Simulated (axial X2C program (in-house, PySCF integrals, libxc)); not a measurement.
# PSi: bond curves with and without spin–orbit coupling

Aim: find the lowest determinant of PSi, scan the bond at several levels and fit the constants, once spin-free and once with spin–orbit coupling.

Program: an in-house X2C program for linear molecules on PySCF integrals. Level of theory: all-electron X2C, P dyall-v3z, Si dyall-v3z. These are calculated values, not measurements.

## 1. The job

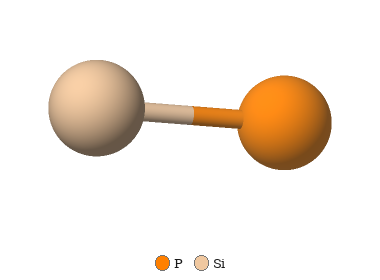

The two atoms at 2.090 Å (phosphorus orange, silicon light orange).

Contents of task.json:

```json
{"zs": [15, 14], "q": 0, "bas": ["dyall-v3z", "dyall-v3z"], "levels": ["PBE0", "HF", "PBEsol"], "cc": true, "r0": 2.09, "thr": -2.0, "nmax": 90, "npts": 10, "nst": 2, "ntry": 6}
```

Keys: zs atomic numbers; q charge; bas basis sets; levels methods (HF also brings MP2); cc coupled cluster on or off; r0 starting distance in Å; thr threshold in hartree for freezing inner shells (an s shell follows its p shell); nmax most natural virtual spinors; npts points asked for on the curve; nst determinants followed; ntry starts of the search.

On the command line:

```bash
> python so2c.py task.json out
```

Spin-free means the one-electron spin-free X2C Hamiltonian; two-component (2c) means X2C with spin–orbit coupling and atomic mean-field two-electron Coulomb and Gaunt terms. Basis: P dyall-v3z contracted to [8s7p2d1f], Si dyall-v3z contracted to [8s7p2d1f]; Gaussian nuclei, density fitting. Masses: P 30.974 u, Si 27.977 u.

Notation: σ, π±, δ± give the projection m of an orbital's angular momentum (0, ±1, ±2), α and β its spin, Λ and M_S the sums; ω is the projection of a spinor's total angular momentum and Ω the sum. Logs are in hartree.

The results follow Hamiltonian by Hamiltonian and level by level.

## 2. Which state to follow

Determinants are compared with PBE0 at 2.090 Å.

Spin-free determinants:

```csv
ΔE (eV),state,open shells
0.00,"M_S = 1/2, Λ = 1","beyond closed shells: π+α, π+β, π-α"
0.23,"M_S = 1/2, Λ = 0",beyond closed shells: σα
2.12,"M_S = 3/2, Λ = 1","beyond closed shells: 2 × π+α, π-α"
2.37,"M_S = 3/2, Λ = 2","beyond closed shells: σα, 2 × π+α, π+β, π-α"
2.37,"M_S = 3/2, Λ = 0","beyond closed shells: σα, π+α, π+β, 2 × π-α"
2.84,"M_S = 1/2, Λ = 2","beyond closed shells: σβ, 2 × π+α, π+β, π-α"
```

Two-component determinants:

```csv
ΔE (eV),state,open shells
0.00,Ω = 3/2,excess of +ω over −ω: ω = 3/2
0.02,Ω = 1/2,excess of +ω over −ω: ω = 1/2
2.12,Ω = 1/2,"excess of +ω over −ω: 2 × ω = -1/2, ω = 3/2"
2.14,Ω = 5/2,"excess of +ω over −ω: ω = -1/2, 2 × ω = 3/2"
2.38,Ω = 7/2,"excess of +ω over −ω: ω = 1/2, 2 × ω = 3/2"
2.41,Ω = 3/2,excess of +ω over −ω: ω = 3/2
3.01,Ω = 5/2,"excess of +ω over −ω: 2 × ω = 1/2, ω = 3/2"
```

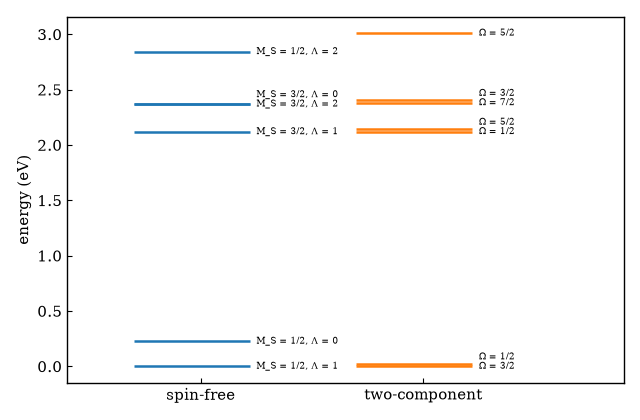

The determinants found, each set from its own lowest.

## 3. PBE0, spin-free

State followed: M_S = 1/2, Λ = 1 (beyond closed shells: π+α, π+β, π-α). The scan is laid around 2.083 Å, a first estimate of the minimum, and this SCF restarts from the orbitals of the search.

The SCF at the reference distance of 2.083 Å:

```text
spin-free X2C-1e  PBE0
basis functions 92  fitting functions 591  grid points 4358
iter        total energy     max residual
   1       -631.939333665     3.40e-01
   2       -631.968489369     3.01e-03
   3       -631.968507833     3.22e-04
   4       -631.968509071     1.39e-04
   5       -631.968509366     1.65e-05
   6       -631.968509379     1.47e-05
   7       -631.968509388     1.00e-05
   8       -631.968509395     5.74e-06
   9       -631.968509396     2.72e-06
converged
one-electron -981.20480629  Coulomb 339.84808897  exact exchange -10.75670943  xc functional -33.20468144  nuclear repulsion 53.34959880
```

Along the bond, energies from the lowest point:

```csv
R (Å),E (eV),μ (D),HOMO (eV),LUMO (eV),iterations
1.812,1.1236,0.29,-6.86,-5.39,11
1.895,0.4652,0.50,-6.92,-5.18,11
1.958,0.1823,0.65,-6.96,-5.04,11
2.021,0.0373,0.81,-6.88,-4.90,11
2.083,0.0000,0.97,-6.73,-4.78,9
2.156,0.0601,1.15,-6.56,-4.65,12
2.229,0.2022,1.32,-6.40,-4.54,12
2.322,0.4643,1.50,-6.21,-4.41,13
2.437,0.8384,1.57,-6.05,-4.29,14
2.604,1.3736,1.60,-5.96,-4.17,13
```

Dipoles are positive if Si is the positive end.

Outer orbitals at the reference distance:

| symmetry | occupied | ε (eV) | atomic character |
| --- | --- | --- | --- |
| σα | yes | -17.40 | 57% P s, 23% Si s, 11% Si p |
| σβ | yes | -16.52 | 55% P s, 26% Si s, 10% Si p |
| σα | yes | -11.56 | 45% Si s, 26% P p, 18% P s |
| σβ | yes | -11.21 | 43% Si s, 25% P p, 20% P s |
| π+α | yes | -7.50 | 64% P p, 29% Si p, 4% Si d |
| π-α | yes | -7.50 | 64% P p, 29% Si p, 4% Si d |
| σα | yes | -7.13 | 40% Si p, 40% P p, 14% Si s |
| σβ | yes | -6.99 | 41% P p, 40% Si p, 13% Si s |
| π+β | yes | -6.73 | 57% P p, 37% Si p, 4% Si d |
| π-β | no | -4.78 | 54% P p, 42% Si p, 3% Si d |
| π-α | no | -2.38 | 63% Si p, 25% P p, 6% P d |
| π+α | no | -2.38 | 63% Si p, 25% P p, 6% P d |
| π+β | no | -2.04 | 55% Si p, 32% P p, 7% Si d |

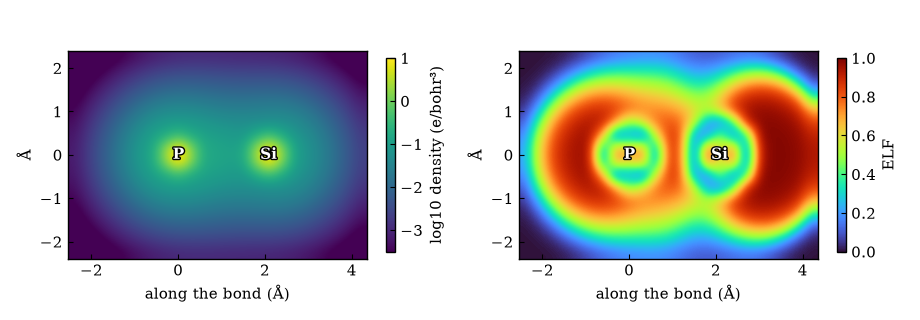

PBE0 fields in a plane through the axis, from a grid of 0.3 Å; P lies at z = 0 and Si at z = 2.083 Å; the ELF is damped to zero where the density is low.

Re = 2.077 Å, ωe = 634 cm⁻¹, Be = 0.2658 cm⁻¹, De = 3.55 eV, μ = 0.95 D.

## 4. HF, spin-free

Output at 2.083 Å:

```text
spin-free X2C-1e  HF
basis functions 92  fitting functions 591  grid points 4358
iter        total energy     max residual
   1       -631.033956252     9.06e-02
   2       -631.048309047     5.57e-03
   3       -631.049091212     2.52e-03
   4       -631.049353937     2.65e-03
   5       -631.049520222     2.32e-03
   6       -631.049758426     2.49e-03
   7       -631.050076885     2.53e-03
   8       -631.050962717     2.24e-03
   9       -631.051891435     9.48e-04
  10       -631.052007364     4.73e-04
  11       -631.052020500     1.52e-04
  12       -631.052012731     3.16e-04
  13       -631.052022143     1.12e-04
  14       -631.052023424     1.60e-05
  15       -631.052023406     1.70e-05
  16       -631.052023432     3.73e-06
  17       -631.052023430     4.58e-06
  18       -631.052023432     3.85e-07
  19       -631.052023432     4.04e-08
converged
one-electron -980.78767165  Coulomb 339.48805035  exact exchange -43.10200093  xc functional 0.00000000  nuclear repulsion 53.34959880
```

No constants are quoted: fits of two degrees disagree.

## 5. PBEsol, spin-free

Output at 2.083 Å:

```text
spin-free X2C-1e  PBEsol
basis functions 92  fitting functions 591  grid points 4358
iter        total energy     max residual
   1       -630.798460339     7.36e-02
   2       -630.801202417     6.41e-03
   3       -630.795376618     1.98e-02
   4       -630.801300684     6.03e-03
   5       -630.801855915     1.73e-04
   6       -630.801856828     1.31e-04
   7       -630.801857121     2.99e-05
   8       -630.801857189     1.10e-05
   9       -630.801857195     1.10e-06
  10       -630.801857195     6.08e-07
converged
one-electron -981.04549809  Coulomb 339.63667362  exact exchange 0.00000000  xc functional -42.74263152  nuclear repulsion 53.34959880
```

Re = 2.096 Å, ωe = 604 cm⁻¹, ωexe = 2.07 cm⁻¹, Be = 0.261 cm⁻¹, De = 4.08 eV, μ = 0.83 D.

## 6. Correlated methods, spin-free

Correlated methods: 9 electrons correlated (frozen shells, counted by type: P 2 s, 1 p; Si 2 s, 1 p), 139 virtual spinors in MP2, 90 natural virtuals in coupled cluster.

Output of the correlated part at 2.083 Å:

```text
correlated 9  virtual 139  natural virtual 90  E(MP2) -0.199075577  MP2 remainder -0.002968693
iter   CCSD correlation   residual
   1     -0.217728491   1.46e-01
   2     -0.228792199   7.34e-02
   3     -0.231693559   4.12e-02
   4     -0.233892880   2.70e-02
   5     -0.234712336   1.26e-02
   6     -0.234988885   4.59e-03
   7     -0.235069976   1.65e-03
   8     -0.235067187   7.16e-04
   9     -0.235066139   3.87e-04
  10     -0.235065474   1.81e-04
  11     -0.235066133   7.53e-05
  12     -0.235066323   2.82e-05
  13     -0.235066562   1.37e-05
  14     -0.235066865   6.59e-06
  15     -0.235067128   3.95e-06
  16     -0.235067325   2.27e-06
  17     -0.235067392   1.01e-06
  18     -0.235067402   4.49e-07
(T) -0.014806904  T1 0.0905  D1 0.1967  max T2 0.106
```

T1 in the output is the amplitude norm over the root of the electron number; divide by √2 for the Lee–Taylor value.

MP2: No constants are quoted: the reference is strongly spin-contaminated.

CCSD: Re = 2.071 Å, ωe = 656 cm⁻¹, ωexe = 4.47 cm⁻¹, Be = 0.2675 cm⁻¹, De = 3.09 eV. T1 at Re = 0.061 (Lee–Taylor, the printed value over √2).

CCSD(T): Re = 2.077 Å, ωe = 654 cm⁻¹, ωexe = 3.86 cm⁻¹, Be = 0.2659 cm⁻¹, De = 3.32 eV. T1 at Re = 0.062 (Lee–Taylor, the printed value over √2).

## 7. A higher determinant, spin-free

State: M_S = 1/2, Λ = 0 (beyond closed shells: σα).

Output at the reference distance:

```text
spin-free X2C-1e  PBE0
basis functions 92  fitting functions 591  grid points 4358
iter        total energy     max residual
   1       -631.932002476     3.40e-01
   2       -631.960710107     3.20e-03
   3       -631.960728044     5.15e-04
   4       -631.960728036     5.42e-04
   5       -631.960729212     4.92e-04
   6       -631.960733172     1.75e-05
   7       -631.960733182     7.10e-06
   8       -631.960733188     6.43e-06
   9       -631.960733193     4.59e-06
  10       -631.960733199     3.25e-06
  11       -631.960733202     1.46e-06
  12       -631.960733202     2.91e-07
converged
one-electron -980.93998607  Coulomb 339.55717785  exact exchange -10.74348062  xc functional -33.18404317  nuclear repulsion 53.34959880
```

```csv
R (Å),E above the lowest PBE0 point (eV)
1.812,0.572
1.895,0.195
1.958,0.095
2.021,0.110
2.083,0.212
2.156,0.411
2.229,0.668
2.322,1.062
2.437,1.580
```

Re = 1.980 Å, ωe = 705 cm⁻¹, ωexe = 3.06 cm⁻¹, Be = 0.2926 cm⁻¹, μ = 1.50 D. Te = 0.09 eV.

## 8. The spin-free curves together

Energy (eV) of the followed determinant, spin-free, from each level's lowest point:

```csv
R (Å),PBE0,HF,MP2 (spin-contaminated),CCSD,CCSD(T),PBEsol
1.812,1.124,1.094,0.997,n/a,n/a,1.210
1.895,0.465,0.453,0.325,0.466,0.500,0.531
1.958,0.182,0.187,0.059,0.175,0.196,0.228
2.021,0.037,0.051,0.000,0.030,0.039,0.061
2.083,0.000,0.000,0.096,0.000,0.000,0.000
2.156,0.060,0.008,0.272,0.071,0.063,0.030
2.229,0.202,0.069,0.466,0.219,0.208,0.142
2.322,0.464,0.199,0.721,0.477,0.471,0.370
2.437,0.838,0.409,1.034,n/a,n/a,0.727
2.604,1.374,0.760,1.480,n/a,n/a,1.309
```

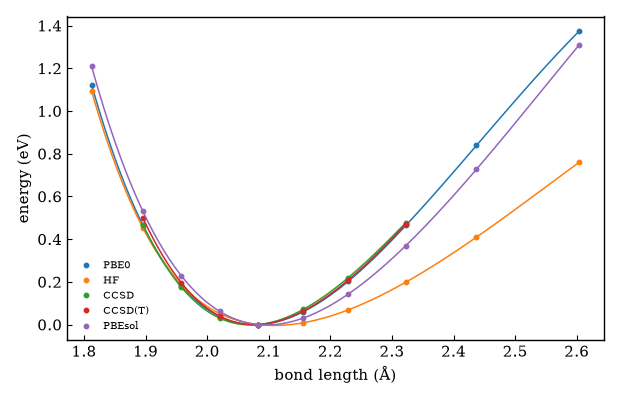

Curves of the followed state, spin-free, each from its own lowest point. Left out: MP2.

## 9. PBE0, 2c

State followed: Ω = 3/2 (excess of +ω over −ω: ω = 3/2). The scan is laid around 2.083 Å, a first estimate of the minimum, and this SCF restarts from the orbitals of the search.

Output at 2.083 Å:

```text
two-component X2C + atomic mean field  PBE0
basis functions 92  fitting functions 591  grid points 4358
iter        total energy     max residual
   1       -631.855252876     3.41e-01
   2       -631.884556935     3.01e-03
   3       -631.884575267     3.23e-04
   4       -631.884576486     1.41e-04
   5       -631.884576775     6.26e-05
   6       -631.884576817     3.38e-05
   7       -631.884576838     1.73e-05
   8       -631.884576849     7.51e-06
   9       -631.884576856     1.66e-06
  10       -631.884576856     4.33e-07
converged
one-electron -980.98407687  Coulomb 339.78705548  exact exchange -10.75455580  xc functional -33.19801279  nuclear repulsion 53.34959880  atomic mean-field constant -0.08458568
```

Along the bond, energies from the lowest point:

```csv
R (Å),E (eV),μ (D),HOMO (eV),LUMO (eV),iterations
1.812,1.1252,0.29,-6.85,-5.37,11
1.895,0.4662,0.50,-6.92,-5.16,11
1.958,0.1829,0.65,-6.95,-5.02,11
2.021,0.0375,0.81,-6.90,-4.89,11
2.083,0.0000,0.97,-6.74,-4.77,10
2.156,0.0599,1.15,-6.57,-4.64,12
2.229,0.2019,1.32,-6.41,-4.52,12
2.322,0.4641,1.50,-6.22,-4.40,13
2.437,0.8388,1.58,-6.06,-4.28,14
2.604,1.3744,1.60,-5.97,-4.16,13
```

Dipoles are positive if Si is the positive end.

Outer spinors at the reference distance:

```tsv
ω	occupied	ε (eV)	atomic character	λ mixture
1/2	yes	-17.40	57% P s, 23% Si s, 11% Si p	100% σ
-1/2	yes	-16.52	55% P s, 26% Si s, 10% Si p	100% σ
1/2	yes	-11.56	45% Si s, 26% P p, 18% P s	100% σ
-1/2	yes	-11.20	43% Si s, 25% P p, 20% P s	100% σ
-1/2	yes	-7.51	64% P p, 29% Si p, 4% Si d	100% π
3/2	yes	-7.48	64% P p, 29% Si p, 4% Si d	100% π
1/2	yes	-7.13	40% Si p, 40% P p, 14% Si s	100% σ
-1/2	yes	-6.99	41% P p, 40% Si p, 13% Si s	100% σ
1/2	yes	-6.74	57% P p, 37% Si p, 4% Si d	100% π
-3/2	no	-4.77	54% P p, 42% Si p, 3% Si d	100% π
-1/2	no	-2.38	63% Si p, 25% P p, 6% P d	100% π
3/2	no	-2.36	62% Si p, 25% P p, 6% P d	100% π
1/2	no	-2.05	55% Si p, 31% P p, 7% Si d	100% π
```

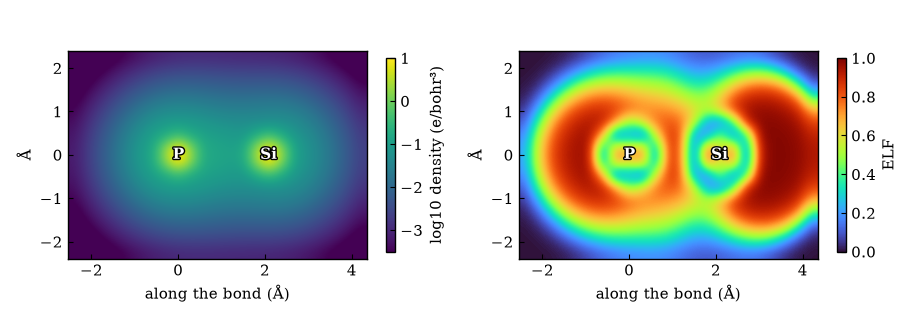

PBE0 fields in a plane through the axis, from a grid of 0.3 Å; P lies at z = 0 and Si at z = 2.083 Å; the ELF is damped to zero where the density is low.

Re = 2.077 Å, ωe = 634 cm⁻¹, Be = 0.2658 cm⁻¹, De = 3.56 eV, μ = 0.96 D.

## 10. HF, 2c

Output at 2.083 Å:

```text
two-component X2C + atomic mean field  HF
basis functions 92  fitting functions 591  grid points 4358
iter        total energy     max residual
   1       -630.950231458     9.06e-02
   2       -630.964574327     5.57e-03
   3       -630.965349769     2.52e-03
   4       -630.965605637     2.59e-03
   5       -630.965765938     2.27e-03
   6       -630.965994580     2.44e-03
   7       -630.966293531     2.49e-03
   8       -630.967106662     2.25e-03
   9       -630.968117581     9.95e-04
  10       -630.968159601     7.46e-04
  11       -630.968049394     1.38e-03
  12       -630.968222097     4.21e-04
  13       -630.968240920     6.94e-05
  14       -630.968241323     1.38e-05
  15       -630.968241342     8.87e-06
  16       -630.968241349     5.09e-06
  17       -630.968241349     5.36e-06
  18       -630.968241352     2.75e-06
  19       -630.968241353     2.13e-06
converged
one-electron -980.56642521  Coulomb 339.42634132  exact exchange -43.09317057  xc functional 0.00000000  nuclear repulsion 53.34959880  atomic mean-field constant -0.08458568
```

No constants are quoted: fits of two degrees disagree.

## 11. PBEsol, 2c

Output at 2.083 Å:

```text
two-component X2C + atomic mean field  PBEsol
basis functions 92  fitting functions 591  grid points 4358
iter        total energy     max residual
   1       -630.714656906     7.36e-02
   2       -630.717394751     6.42e-03
   3       -630.711540509     1.98e-02
   4       -630.717497577     6.02e-03
   5       -630.718050415     1.73e-04
   6       -630.718051307     1.30e-04
   7       -630.718051593     2.92e-05
   8       -630.718051660     1.09e-05
   9       -630.718051666     1.10e-06
  10       -630.718051666     6.10e-07
converged
one-electron -980.82486133  Coulomb 339.57575783  exact exchange 0.00000000  xc functional -42.73396128  nuclear repulsion 53.34959880  atomic mean-field constant -0.08458568
```

Re = 2.097 Å, ωe = 604 cm⁻¹, ωexe = 2.07 cm⁻¹, Be = 0.2609 cm⁻¹, De = 4.09 eV, μ = 0.83 D.

## 12. MP2 and beyond, 2c

Correlated methods: 9 electrons correlated (frozen shells, counted by type: P 2 s, 1 p; Si 2 s, 1 p), 139 virtual spinors in MP2, 90 natural virtuals in coupled cluster.

Output of the correlated part at 2.083 Å:

```text
correlated 9  virtual 139  natural virtual 90  E(MP2) -0.199177219  MP2 remainder -0.002966718
iter   CCSD correlation   residual
   1     -0.217806651   1.46e-01
   2     -0.228859536   7.34e-02
   3     -0.231756269   4.11e-02
   4     -0.233953371   2.70e-02
   5     -0.234772167   1.26e-02
   6     -0.235047820   4.58e-03
   7     -0.235128807   1.64e-03
   8     -0.235126042   7.07e-04
   9     -0.235125050   3.82e-04
  10     -0.235124407   1.79e-04
  11     -0.235125056   7.47e-05
  12     -0.235125242   2.79e-05
  13     -0.235125472   1.36e-05
  14     -0.235125771   6.51e-06
  15     -0.235126030   3.90e-06
  16     -0.235126223   2.23e-06
  17     -0.235126289   9.91e-07
  18     -0.235126299   4.39e-07
(T) -0.014815698  T1 0.0905  D1 0.1965  max T2 0.106
```

MP2: No constants are quoted: the reference is strongly spin-contaminated.

CCSD: Re = 2.071 Å, ωe = 656 cm⁻¹, ωexe = 4.52 cm⁻¹, Be = 0.2675 cm⁻¹, De = 3.10 eV. T1 at Re = 0.061 (Lee–Taylor, the printed value over √2).

CCSD(T): Re = 2.077 Å, ωe = 655 cm⁻¹, ωexe = 3.91 cm⁻¹, Be = 0.2659 cm⁻¹, De = 3.33 eV. T1 at Re = 0.062 (Lee–Taylor, the printed value over √2).

## 13. A higher determinant, 2c

State: Ω = 1/2 (excess of +ω over −ω: ω = 1/2).

Output at the reference distance:

```text
two-component X2C + atomic mean field  PBE0
basis functions 92  fitting functions 591  grid points 4358
iter        total energy     max residual
   1       -631.854339148     3.41e-01
   2       -631.883644114     3.01e-03
   3       -631.883662428     3.23e-04
   4       -631.883663623     1.41e-04
   5       -631.883663906     6.60e-05
   6       -631.883663956     3.27e-05
   7       -631.883663976     1.61e-05
   8       -631.883663987     7.22e-06
   9       -631.883663995     2.12e-06
  10       -631.883663996     1.62e-06
converged
one-electron -980.97718344  Coulomb 339.78087321  exact exchange -10.75453169  xc functional -33.19783518  nuclear repulsion 53.34959880  atomic mean-field constant -0.08458568
```

```csv
R (Å),E above the lowest PBE0 point (eV)
1.812,1.153
1.895,0.493
1.958,n/a
2.021,0.063
2.083,0.025
2.156,0.084
2.229,0.226
2.322,0.487
2.437,0.860
```

Re = 2.078 Å, ωe = 633 cm⁻¹, Be = 0.2657 cm⁻¹, μ = 0.95 D. Te = 0.02 eV.

## 14. The 2c curves together

Energy (eV) of the followed determinant, 2c, from each level's lowest point:

```csv
R (Å),PBE0,HF,MP2 (spin-contaminated),CCSD,CCSD(T),PBEsol
1.812,1.125,1.094,1.001,n/a,n/a,1.211
1.895,0.466,0.452,0.327,0.467,0.501,0.532
1.958,0.183,0.186,0.060,0.176,0.196,0.229
2.021,0.038,0.051,0.000,0.030,0.039,0.062
2.083,0.000,0.000,0.097,0.000,0.000,0.000
2.156,0.060,0.009,0.275,0.071,0.063,0.030
2.229,0.202,0.069,0.469,0.220,0.208,0.142
2.322,0.464,0.198,0.725,0.477,0.471,0.369
2.437,0.839,0.409,1.038,n/a,n/a,0.726
2.604,1.374,0.759,1.483,n/a,n/a,1.309
```

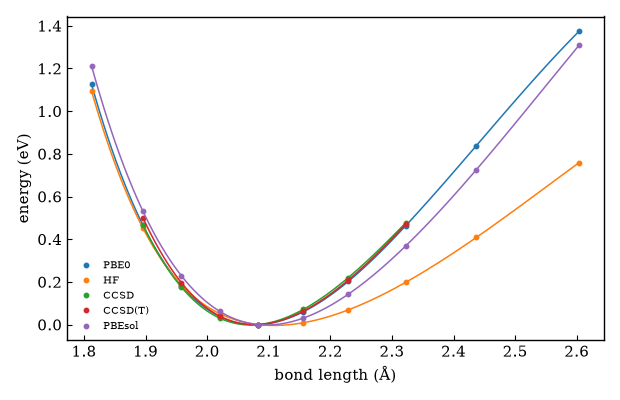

Curves of the followed state, 2c, each from its own lowest point. Left out: MP2.

The whole job took 1.7 min on 1 thread, shared host.

## 15. Constants

Lowest determinant that the search found at its distance, spin-free: M_S = 1/2, Λ = 1 (beyond closed shells: π+α, π+β, π-α).

Lowest determinant that the search found at its distance, 2c: Ω = 3/2 (excess of +ω over −ω: ω = 3/2).

| Hamiltonian | level | Re (Å) | ωe (cm⁻¹) | De (eV) | μ (D) |
| --- | --- | --- | --- | --- | --- |
| spin-free | PBE0 | 2.077 | 634 | 3.55 | 0.95 |
| spin-free | CCSD | 2.071 | 656 | 3.09 | n/a |
| spin-free | CCSD(T) | 2.077 | 654 | 3.32 | n/a |
| spin-free | PBEsol | 2.096 | 604 | 4.08 | 0.83 |
| 2c | PBE0 | 2.077 | 634 | 3.56 | 0.96 |
| 2c | CCSD | 2.071 | 656 | 3.10 | n/a |
| 2c | CCSD(T) | 2.077 | 655 | 3.33 | n/a |
| 2c | PBEsol | 2.097 | 604 | 4.09 | 0.83 |

Dipoles are positive if Si is the positive end. No constants: spin-free HF (fits of two degrees disagree); spin-free MP2 (the reference is strongly spin-contaminated); 2c HF (fits of two degrees disagree); 2c MP2 (the reference is strongly spin-contaminated).

Time per point (s) on 1 thread, shared host (2c runs; CCSD comes with the CCSD(T) run); the times are rough: PBE0 0.33, CCSD(T) 4.6, PBEsol 0.21.

What this shows: At CCSD(T), going from spin-free to two-component changes Re by 0 mÅ, ωe by +0.1 %, which is small (part of it comes from the scalar share of the two-electron terms). De moves by +0.01 eV; both De rest on single-determinant atoms, which can miss part of an open shell's spin–orbit lowering.

De refers to P + Si, each in the lowest determinant found, which need not be this curve's own limit. The state is a single determinant with fixed occupations, the lowest that a limited PBE0 search found. Dissociation energies refer to the lowest single-determinant-based atoms at the same level and basis. Density functionals use the spin component along the axis (collinear). Coupled cluster ran in a truncated set of natural virtual spinors; the MP2 energy of the rest was added. At some level an empty orbital lies below a filled one. The spin-free determinant is spin-contaminated at some levels. T1 at Re is 0.062 (Lee–Taylor), above the customary mark of 0.02.
